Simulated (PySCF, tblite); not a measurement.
# C4H12O2Si2: geometry, infrared bands and NMR shifts

Wanted: the infrared bands and NMR shifts of C4H12O2Si2 (`CCC(=O)CO[SiH2][SiH3]`), by calculation.

Programs: tblite 0.8.0 and PySCF 2.14.0, with density-fitted response routines of our own. Each step states its level of theory. These are calculated values for one molecule in the gas phase, unless marked as measured. Atoms count from 0, in the outputs and in this text.

## 1. Starting geometry

20 atoms, charge 0, multiplicity 1; geometry from: force field or distance geometry start.

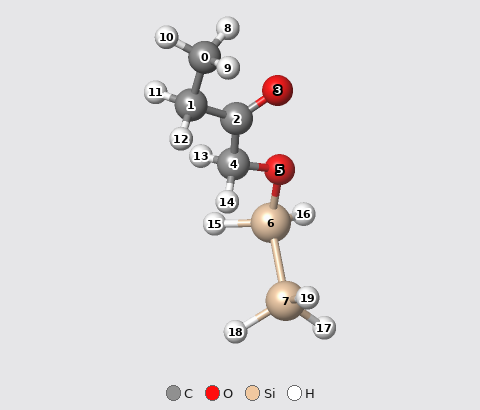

As it starts; carbon grey, oxygen red, silicon light orange, hydrogen white, atoms numbered; sticks join atoms by distance.

## 2. Relaxing the molecule with GFN2-xTB

Job settings and geometry (Å):

```
{"job": {"kind": "relax", "xc": "GFN2-xTB", "basis": "xTB"}, "charge": 0, "multiplicity": 1}
C     -3.627500    -0.110400     0.726300
C     -2.243800    -0.707800     0.818300
C     -1.327700    -0.067100    -0.184100
O     -1.791500     0.825400    -0.940700
C      0.091400    -0.470900    -0.298600
O      0.770300     0.235800    -1.300300
Si     2.380800    -0.323200    -1.323300
Si     3.706800     0.586000     0.216700
H     -3.884200     0.085600    -0.341800
H     -3.715300     0.839100     1.280100
H     -4.345100    -0.894100     1.074400
H     -2.380500    -1.805400     0.579500
H     -1.857600    -0.569400     1.859200
H      0.123800    -1.542000    -0.593000
H      0.653300    -0.304800     0.636800
H      2.387200    -1.792800    -1.059500
H      2.892000    -0.137000    -2.693300
H      4.874300     1.108700    -0.535000
H      4.194200    -0.506400     1.105900
H      3.093800     1.677300     0.969200
```

Command:

```bash
OMP_NUM_THREADS=1 python probes_run.py task.json out
```

This one command runs all jobs of the session in turn.

Output:

```text
step      E/eV     max force
  0    -714.71595    4.341
  1    -714.90133    4.930
  2    -715.06505    0.613
  3    -715.11191    0.619
  4    -715.24274    0.694
  5    -715.28640    0.532
  6    -715.33933    0.425
  7    -715.36498    0.359
  8    -715.39329    0.334
  9    -715.41396    0.314
 10    -715.43431    0.341
 11    -715.44955    0.305
 12    -715.46105    0.249
 13    -715.47098    0.220
 14    -715.48121    0.249
 15    -715.48982    0.192
 16    -715.49556    0.171
 17    -715.49975    0.155
 18    -715.50398    0.170
 19    -715.50885    0.189
 20    -715.51359    0.151
 21    -715.51732    0.139
 22    -715.52032    0.102
 23    -715.52343    0.127
 24    -715.52684    0.147
 25    -715.52998    0.116
 26    -715.53247    0.119
 27    -715.53470    0.127
 28    -715.53710    0.128
 29    -715.53972    0.132
 30    -715.54237    0.141
 31    -715.54481    0.112
 32    -715.54702    0.107
 33    -715.54911    0.096
 34    -715.55122    0.095
 35    -715.55367    0.131
 36    -715.55679    0.165
 37    -715.56049    0.185
 38    -715.56403    0.153
 39    -715.56660    0.105
 40    -715.56821    0.082
 41    -715.56958    0.112
 42    -715.57114    0.124
 43    -715.57265    0.102
 44    -715.57377    0.067
 45    -715.57445    0.067
 46    -715.57491    0.079
 47    -715.57541    0.065
 48    -715.57619    0.045
 49    -715.57657    0.043
 50    -715.57708    0.050
 51    -715.57753    0.047
 52    -715.57803    0.049
 53    -715.57841    0.038
 54    -715.57865    0.032
 55    -715.57880    0.022
 56    -715.57891    0.021
 57    -715.57900    0.023
 58    -715.57908    0.018
 59    -715.57916    0.019
 60    -715.57925    0.023
 61    -715.57934    0.024
 62    -715.57942    0.018
 63    -715.57948    0.020
 64    -715.57953    0.020
 65    -715.57960    0.018
 66    -715.57966    0.016
 67    -715.57971    0.016
 68    -715.57975    0.015
 69    -715.57979    0.015
 70    -715.57984    0.018
 71    -715.57989    0.018
 72    -715.57995    0.017
 73    -715.58000    0.017
 74    -715.58006    0.018
 75    -715.58013    0.023
 76    -715.58023    0.036
 77    -715.58036    0.038
 78    -715.58053    0.034
 79    -715.58074    0.040
 80    -715.58101    0.036
 81    -715.58134    0.050
 82    -715.58172    0.056
 83    -715.58214    0.056
 84    -715.58252    0.057
 85    -715.58278    0.039
 86    -715.58299    0.030
 87    -715.58321    0.034
 88    -715.58345    0.044
 89    -715.58368    0.040
 90    -715.58383    0.022
 91    -715.58392    0.020
 92    -715.58400    0.022
 93    -715.58409    0.029
 94    -715.58418    0.025
 95    -715.58426    0.023
 96    -715.58432    0.020
 97    -715.58440    0.025
 98    -715.58448    0.026
 99    -715.58456    0.027
100    -715.58465    0.020
101    -715.58471    0.019
102    -715.58476    0.019
103    -715.58481    0.022
104    -715.58488    0.027
105    -715.58499    0.035
106    -715.58515    0.035
107    -715.58534    0.054
108    -715.58554    0.034
109    -715.58578    0.030
110    -715.58604    0.039
111    -715.58628    0.035
112    -715.58645    0.031
113    -715.58655    0.026
114    -715.58667    0.026
115    -715.58685    0.037
116    -715.58703    0.034
117    -715.58726    0.034
118    -715.58751    0.038
119    -715.58785    0.043
120    -715.58831    0.059
121    -715.58884    0.066
122    -715.58932    0.055
123    -715.58956    0.075
124    -715.58994    0.063
125    -715.59025    0.048
126    -715.59082    0.034
127    -715.59102    0.037
128    -715.59128    0.036
129    -715.59146    0.030
130    -715.59167    0.041
131    -715.59190    0.049
132    -715.59213    0.043
133    -715.59228    0.029
134    -715.59239    0.024
135    -715.59249    0.027
136    -715.59263    0.027
137    -715.59281    0.041
138    -715.59307    0.042
139    -715.59333    0.030
140    -715.59348    0.030
141    -715.59362    0.030
142    -715.59376    0.028
143    -715.59381    0.046
144    -715.59409    0.051
145    -715.59430    0.043
146    -715.59465    0.073
147    -715.59503    0.059
148    -715.59534    0.049
149    -715.59311    0.187
150    -715.59577    0.030
151    -715.59605    0.041
152    -715.59544    0.175
153    -715.59683    0.040
154    -715.59732    0.050
155    -715.59681    0.197
156    -715.59850    0.060
157    -715.59928    0.071
158    -715.60024    0.206
159    -715.60220    0.109
160    -715.60416    0.120
161    -715.60961    0.288
162    -715.61626    0.375
163    -715.63233    0.478
164    -715.62766    0.966
165    -715.64434    0.321
166    -715.65027    0.410
167    -715.66972    0.491
168    -715.67566    1.310
169    -715.69662    0.305
170    -715.71524    0.413
171    -715.72214    0.752
172    -715.73013    0.190
173    -715.73462    0.195
174    -715.73810    0.301
175    -715.74211    0.140
176    -715.74440    0.200
177    -715.74635    0.159
178    -715.74777    0.104
179    -715.74907    0.102
180    -715.75018    0.085
181    -715.75179    0.072
182    -715.75256    0.064
183    -715.75340    0.093
184    -715.75479    0.076
185    -715.75632    0.097
186    -715.75921    0.152
187    -715.76306    0.219
188    -715.76745    0.183
189    -715.77296    0.283
190    -715.77975    0.246
191    -715.75696    0.703
192    -715.79090    0.219
193    -715.79683    0.213
194    -715.80883    0.347
195    -715.81747    0.206
196    -715.82539    0.178
197    -715.83976    0.236
198    -715.84389    0.208
199    -715.85017    0.199
200    -715.85667    0.130
201    -715.86053    0.120
202    -715.86299    0.104
203    -715.86455    0.081
204    -715.86612    0.105
205    -715.86728    0.102
206    -715.86837    0.070
207    -715.86909    0.053
208    -715.86953    0.063
209    -715.86986    0.048
210    -715.87020    0.041
211    -715.87055    0.038
212    -715.87090    0.045
213    -715.87123    0.050
214    -715.87151    0.038
215    -715.87179    0.045
216    -715.87211    0.052
217    -715.87249    0.058
218    -715.87288    0.054
219    -715.87323    0.053
220    -715.87357    0.046
221    -715.87396    0.052
222    -715.87442    0.072
223    -715.87494    0.067
224    -715.87548    0.053
225    -715.87604    0.060
226    -715.87667    0.061
227    -715.87736    0.073
228    -715.87807    0.053
229    -715.87876    0.060
230    -715.87937    0.068
231    -715.87975    0.077
232    -715.88021    0.051
233    -715.88046    0.036
234    -715.88060    0.020
235    -715.88072    0.020
236    -715.88081    0.022
237    -715.88088    0.022
238    -715.88095    0.025
239    -715.88102    0.027
240    -715.88109    0.023
241    -715.88115    0.016
242    -715.88123    0.021
243    -715.88131    0.025
244    -715.88143    0.028
245    -715.88158    0.034
246    -715.88175    0.033
247    -715.88190    0.023
248    -715.88199    0.021
249    -715.88205    0.021
250    -715.88212    0.019
251    -715.88219    0.018
252    -715.88225    0.015
253    -715.88228    0.015
254    -715.88231    0.014
255    -715.88233    0.011
256    -715.88236    0.009
```

Run time: 2.5 s. Hardware: 1 thread of Arm Neoverse V1, shared host.

Along the way: (not every step is listed)

| step | energy from step 0 (eV) | largest force (eV/Å) |
| --- | --- | --- |
| 0 | 0.0000 | 4.3408 |
| 1 | -0.1854 | 4.9302 |
| 2 | -0.3491 | 0.6135 |
| 3 | -0.3960 | 0.6192 |
| 4 | -0.5268 | 0.6940 |
| 5 | -0.5704 | 0.5318 |
| 6 | -0.6234 | 0.4250 |
| 7 | -0.6490 | 0.3589 |
| 8 | -0.6773 | 0.3341 |
| 32 | -0.8311 | 0.1071 |
| 56 | -0.8630 | 0.0207 |
| 80 | -0.8651 | 0.0357 |
| 104 | -0.8689 | 0.0274 |
| 128 | -0.8753 | 0.0361 |
| 152 | -0.8795 | 0.1753 |
| 176 | -1.0285 | 0.2004 |
| 200 | -1.1407 | 0.1296 |
| 224 | -1.1595 | 0.0530 |
| 248 | -1.1660 | 0.0213 |
| 251 | -1.1662 | 0.0176 |
| 252 | -1.1663 | 0.0146 |
| 253 | -1.1663 | 0.0149 |
| 254 | -1.1664 | 0.0136 |
| 255 | -1.1664 | 0.0106 |
| 256 | -1.1664 | 0.0092 |

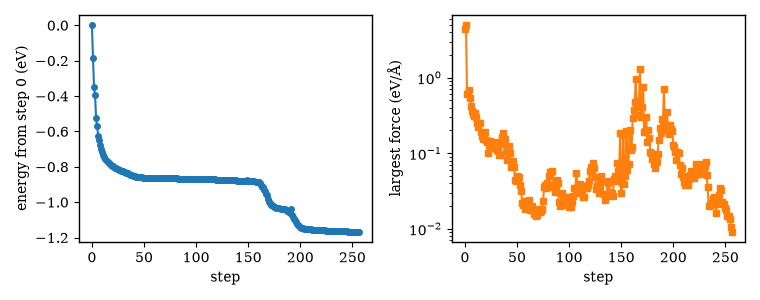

Energy and largest force along the relaxation.

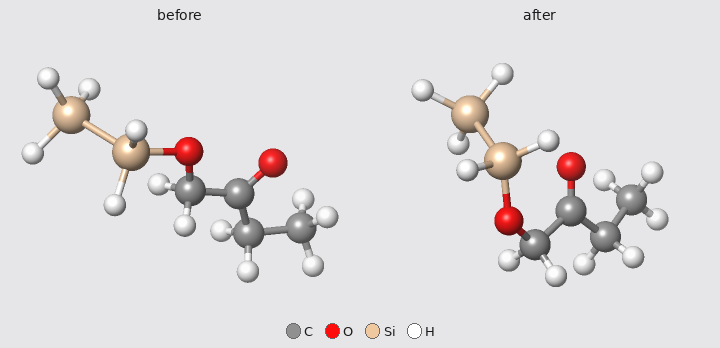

Before and after, at one scale.

Distances of close pairs at the start and the end, largest changes first:

| bond | before (Å) | after (Å) | change (Å) |
| --- | --- | --- | --- |
| Si6–Si7 | 2.226 | 2.300 | +0.074 |
| O5–Si6 | 1.705 | 1.644 | -0.061 |
| C2–O3 | 1.259 | 1.204 | -0.055 |
| C1–H11 | 1.132 | 1.094 | -0.037 |
| C2–C4 | 1.480 | 1.516 | +0.036 |
| C0–H10 | 1.118 | 1.087 | -0.032 |
| C0–H8 | 1.116 | 1.087 | -0.029 |
| C4–O5 | 1.401 | 1.373 | -0.028 |

The final coordinates are the input of the step that follows.

## 3. Vibrational analysis with GFN2-xTB

Job settings and geometry (Å):

```
{"job": {"kind": "ir", "xc": "GFN2-xTB", "basis": "xTB"}, "charge": 0, "multiplicity": 1}
C     -2.687647     0.590941     0.892968
C     -2.058842    -0.745387     0.517736
C     -0.695143    -0.576969    -0.103971
O     -0.262988     0.476120    -0.495979
C      0.130359    -1.842956    -0.222726
O      1.289540    -1.678312    -0.939841
Si     2.045264    -0.312466    -1.455106
Si     2.632356     1.149984     0.220043
H     -2.753587     1.231534     0.017760
H     -2.080702     1.097744     1.638548
H     -3.685739     0.441229     1.295455
H     -2.685729    -1.260212    -0.216512
H     -1.975061    -1.400363     1.387431
H     -0.478414    -2.626557    -0.695348
H      0.369347    -2.179856     0.798858
H      3.183255    -1.057024    -2.012164
H      1.334728     0.291141    -2.589860
H      4.083977     1.365804     0.287960
H      2.255408     0.679931     1.567085
H      2.034469     2.482331     0.104626
```

Output:

```text
mode    cm-1     km/mol
  1      29.1      0.48
  2      37.6      1.07
  3      57.1      8.01
  4      74.4      0.23
  5     105.5      0.48
  6     123.7     10.44
  7     173.1     11.23
  8     182.3      0.61
  9     240.5     25.58
 10     326.4      5.52
 11     416.8     17.40
 12     434.0     43.48
 13     447.0     44.40
 14     452.1     15.16
 15     482.5      4.66
 16     504.6      2.90
 17     646.8     61.62
 18     674.2     53.73
 19     721.5     29.20
 20     754.0    725.85
 21     757.0    184.53
 22     813.9     94.62
 23     821.7    191.02
 24     827.9    143.07
 25     852.3    136.26
 26     870.0     13.72
 27     905.7     11.87
 28    1023.1     67.85
 29    1058.7     33.62
 30    1064.9      7.27
 31    1119.7     52.28
 32    1186.9     91.58
 33    1194.6     11.14
 34    1228.3      1.28
 35    1295.7      3.74
 36    1314.9     21.76
 37    1409.9      8.12
 38    1432.1      3.91
 39    1438.9     15.42
 40    1486.8      5.18
 41    1494.8      6.17
 42    1769.4    280.80
 43    2144.3    255.95
 44    2162.5    330.93
 45    2201.3    228.01
 46    2205.2    514.95
 47    2241.8    317.32
 48    2839.9     26.78
 49    2887.8     43.40
 50    2952.4     10.36
 51    2981.8     17.88
 52    3049.8     33.06
 53    3052.2     20.49
 54    3058.2     12.36
```

Run time: 0.94 s. Hardware: 1 thread of Arm Neoverse V1, shared host.

Which atoms move in the most intense modes:

| cm⁻¹ | km/mol | atoms |
| --- | --- | --- |
| 754 | 725.9 | H15 28 %, Si6 14 %, H16 11 % |
| 822 | 191.0 | H17 34 %, H18 32 %, H19 13 % |
| 1769 | 280.8 | C2 62 %, O3 37 % |
| 2144 | 255.9 | H18 93 % |
| 2162 | 330.9 | H16 58 %, H15 32 % |
| 2201 | 228.0 | H15 57 %, H16 35 % |
| 2205 | 515.0 | H17 90 % |
| 2242 | 317.3 | H19 95 % |

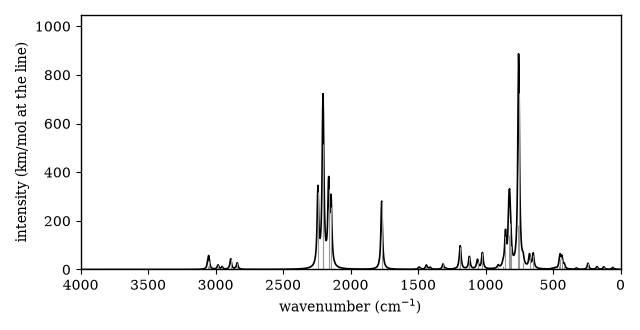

The infrared spectrum from these modes, unscaled. Lines are broadened to a width of 14 cm⁻¹ (Lorentzian).

## 4. Nuclear shieldings: PBE0/pcSseg-1

Same as in step 3 but for these lines:

```diff
@@ -1,2 +1,2 @@
-{"job": {"kind": "ir", "xc": "GFN2-xTB", "basis": "xTB"}, "charge": 0, "multiplicity": 1}
+{"job": {"kind": "nmr", "xc": "PBE0", "basis": "pcSseg-1"}, "charge": 0, "multiplicity": 1}
 C     -2.687647     0.590941     0.892968
```

Method: GIAO PBE0/pcSseg-1 NMR shielding, non-relativistic, gas phase.

Output:

```text
coarse grid: 17208 points
cycle   1  E = -888.1925877201  dE =  9.104e-01  |g| = 9.680e-01  |ddm| = 3.920e+00
cycle   2  E = -887.7347296225  dE =  4.579e-01  |g| = 1.837e+00  |ddm| = 2.410e+00
cycle   3  E = -888.3615061204  dE = -6.268e-01  |g| = 2.068e-01  |ddm| = 1.773e+00
cycle   4  E = -888.3686296972  dE = -7.124e-03  |g| = 9.949e-02  |ddm| = 2.319e-01
cycle   5  E = -888.3703246609  dE = -1.695e-03  |g| = 2.326e-02  |ddm| = 9.043e-02
cycle   6  E = -888.3704319652  dE = -1.073e-04  |g| = 5.580e-03  |ddm| = 2.360e-02
cycle   7  E = -888.3704386951  dE = -6.730e-06  |g| = 8.779e-04  |ddm| = 5.295e-03
final grid: 155568 points
cycle   8  E = -888.4378119260  dE = -1.694e-05  |g| = 1.395e-02  |ddm| = 2.501e-02
cycle   9  E = -888.4377340053  dE =  7.792e-05  |g| = 2.492e-02  |ddm| = 2.672e-02
cycle  10  E = -888.4378465190  dE = -1.125e-04  |g| = 2.781e-03  |ddm| = 1.882e-02
cycle  11  E = -888.4378480447  dE = -1.526e-06  |g| = 4.007e-04  |ddm| = 2.329e-03
cycle  12  E = -888.4378480702  dE = -2.544e-08  |g| = 1.548e-04  |ddm| = 5.005e-04
cycle  13  E = -888.4378480750  dE = -4.811e-09  |g| = 2.226e-05  |ddm| = 1.482e-04
cycle  14  E = -888.4378480751  dE = -1.123e-10  |g| = 7.030e-06  |ddm| = 3.168e-05
converged SCF energy = -888.4378480751

GIAO shielding tensors (ppm)
atom      isotropic    diamagn.    paramagn.     s11        s22        s33       span
  0 C      178.415     245.570     -67.154    173.458    177.178    184.610     11.152
  1 C      152.406     256.026    -103.620    131.615    146.443    179.162     47.547
  2 C      -34.972     256.041    -291.013   -112.872    -87.598     95.552    208.424
  3 O     -263.405     407.582    -670.986   -784.821   -390.210    384.817   1169.638
  4 C      115.369     249.990    -134.621     86.298    101.265    158.543     72.245
  5 O      343.297     393.957     -50.660    281.866    358.675    389.351    107.485
  6 Si     378.165     878.666    -500.500    318.636    352.141    463.718    145.082
  7 Si     471.940     881.251    -409.311    458.940    468.488    488.394     29.454
  8 H       30.061      30.159      -0.099     25.616     28.635     35.932     10.316
  9 H       30.738      30.645       0.092     26.558     28.890     36.766     10.208
 10 H       30.795      27.051       3.744     25.965     28.264     38.155     12.191
 11 H       29.493      30.944      -1.450     25.064     29.329     34.087      9.023
 12 H       29.352      32.180      -2.828     25.173     29.749     33.133      7.960
 13 H       26.951      30.104      -3.154     21.932     26.668     32.252     10.320
 14 H       27.245      31.265      -4.020     22.923     26.676     32.134      9.211
 15 H       26.368      28.407      -2.038     22.064     25.395     31.646      9.581
 16 H       26.007      30.005      -3.999     23.656     23.767     30.597      6.940
 17 H       28.567      29.066      -0.499     25.155     25.788     34.757      9.602
 18 H       28.535      31.131      -2.596     25.130     27.855     32.622      7.492
 19 H       28.252      30.399      -2.147     24.790     26.746     33.222      8.432
```

Run time: 59 s. Hardware: 1 thread of Arm Neoverse V1, shared host; peak memory 1 GiB.

The references, computed at this level on geometries of the same kind, shield at (ppm): ¹H TMS 31.72, ¹³C TMS 186.9, ²⁹Si TMS 349.2, ¹⁷O H2O 336.1. Their shielding less the atom's gives the shift. The references are single molecules in the gas phase, so shifts against H2O, NH3, PH3, H3PO4 or CFCl3 are not on the usual liquid scales and can be off by tens of ppm. Atoms listed in one row are averaged.

| atoms | environment | σ (ppm) | δ (ppm) | δ scaled to CDCl3 |
| --- | --- | --- | --- | --- |
| C2 | ketone carbonyl carbon | -35.0 | 221.9 | 214.7 |
| C4 | sp3 CH2 bonded to O, α to a carbonyl | 115.4 | 71.6 | 67.9 |
| C1 | sp3 CH2 α to a carbonyl | 152.4 | 34.5 | 31.8 |
| C0 | methyl carbon | 178.4 | 8.5 | 6.4 |
| H15, H16 | hydrogen on a silicon bonded to O, Si | 26.19 | 5.53 | – |
| H13, H14 | hydrogen on an sp3 CH2 bonded to O, α to a carbonyl | 27.10 | 4.62 | 4.46 |
| H17, H18, H19 | hydrogen on a silicon bonded to Si | 28.45 | 3.27 | – |
| H11, H12 | hydrogen on an sp3 CH2 α to a carbonyl | 29.42 | 2.29 | 2.27 |
| H8, H9, H10 | hydrogen on a methyl carbon | 30.53 | 1.19 | 1.22 |
| O3 | ketone oxygen | -263.4 | 599.5 | – |
| O5 | oxygen bonded to C, Si | 343.3 | -7.2 | – |
| Si6 | silicon bonded to O, Si, 2 H | 378.2 | -29.0 | – |
| Si7 | silicon bonded to Si, 3 H | 471.9 | -122.8 | – |

The scaled column applies a straight-line fit of computed shieldings to shifts measured in CDCl3 (root-mean-square error 0.16 ppm for H, 1.9 ppm for C).

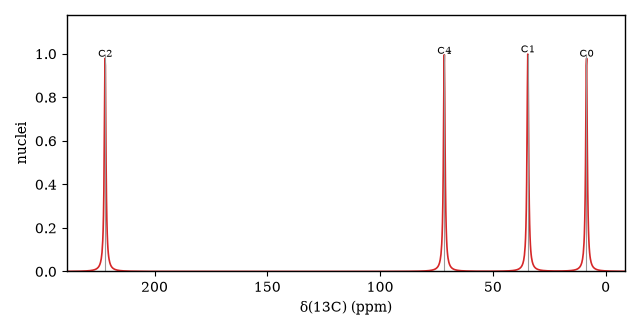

¹³C lines at the computed shifts, without couplings. Lines are broadened to a width of 0.85 ppm (Lorentzian).

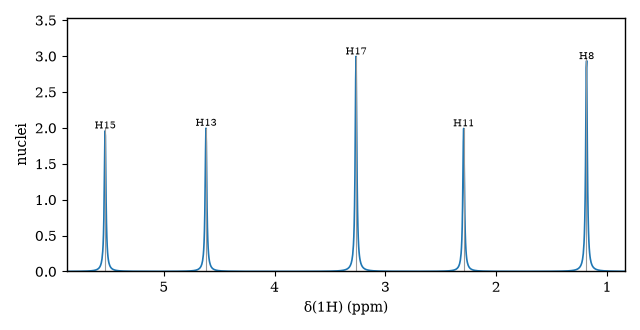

¹H lines at the computed shifts, without couplings. Lines are broadened to a width of 0.02 ppm (Lorentzian).

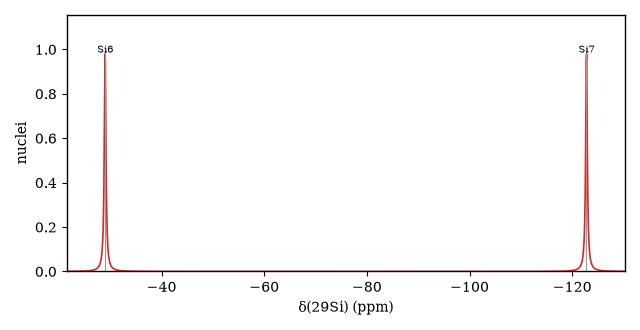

²⁹Si lines at the computed shifts, without couplings. Lines are broadened to a width of 0.38 ppm (Lorentzian).

Charges from the same density, by scheme (e):

| atoms | Mulliken | IAO | Hirshfeld | ESP fit |
| --- | --- | --- | --- | --- |
| C0 | -0.25 | -0.42 | -0.12 | -0.23 |
| C1 | -0.29 | -0.31 | -0.07 | -0.01 |
| C2 | 0.13 | 0.38 | 0.18 | 0.62 |
| O3 | -0.39 | -0.39 | -0.15 | -0.48 |
| C4 | 0.18 | -0.09 | 0.00 | -0.12 |
| O5 | -0.63 | -0.62 | -0.22 | -0.35 |
| Si6 | 0.58 | 0.73 | 0.28 | 0.49 |
| Si7 | 0.13 | 0.24 | 0.19 | 0.19 |

Hirshfeld charges:

C0 -0.12; C1 -0.07; C2 0.18; O3 -0.15; C4 0.00; O5 -0.22; Si6 0.28; Si7 0.19; H8 0.04; H9 0.04; H10 0.05; H11 0.06; H12 0.05; H13 0.05; H14 0.05; H15 -0.10; H16 -0.09; H17 -0.08; H18 -0.08; H19 -0.08

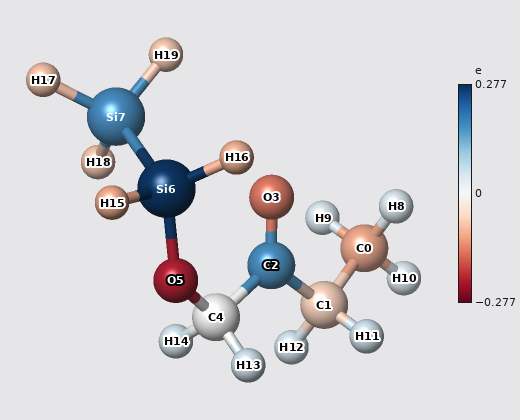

Hirshfeld charges, as colours on the atoms.

Mayer bond orders: C0–C1 1.06, C1–C2 0.94, C2–O3 1.92, C2–C4 0.98, C4–O5 0.93, O5–Si6 0.88, Si6–Si7 0.89.

## 5. Summary of results

```
                                                              quantity                             value
                             strongest single infrared mode (GFN2-xTB)              754 cm⁻¹, 726 km/mol
                                          zero-point energy (GFN2-xTB)                     91.5 kcal/mol
                                ¹³C shifts against TMS (PBE0/pcSseg-1)        221.9, 71.6, 34.5, 8.5 ppm
¹H shifts against TMS (PBE0/pcSseg-1, means over atoms taken as alike)  5.53, 4.62, 3.27, 2.29, 1.19 ppm
                                ¹⁷O shifts against H2O (PBE0/pcSseg-1)                   599.5, -7.2 ppm
                               ²⁹Si shifts against TMS (PBE0/pcSseg-1)                 -29.0, -122.8 ppm
```

**Reading.** Relaxing lowered the energy by 1.166 eV in 256 steps; the close pair that moved most is Si6–Si7, from 2.226 to 2.300 Å. All 54 modes are real, so the xTB geometry is a minimum. Unscaled tight-binding wavenumbers are off by several per cent, some by more. Its intensities can rank the bands wrongly. The most deshielded carbon is C2 (ketone carbonyl carbon), at 221.9 ppm: the double bond to the heteroatom, with no lone-pair donor beside it, deshields it most. At PBE0/pcSseg-1: Shielding is most anisotropic at O3 (span 1170 ppm, paramagnetic term -671 ppm).
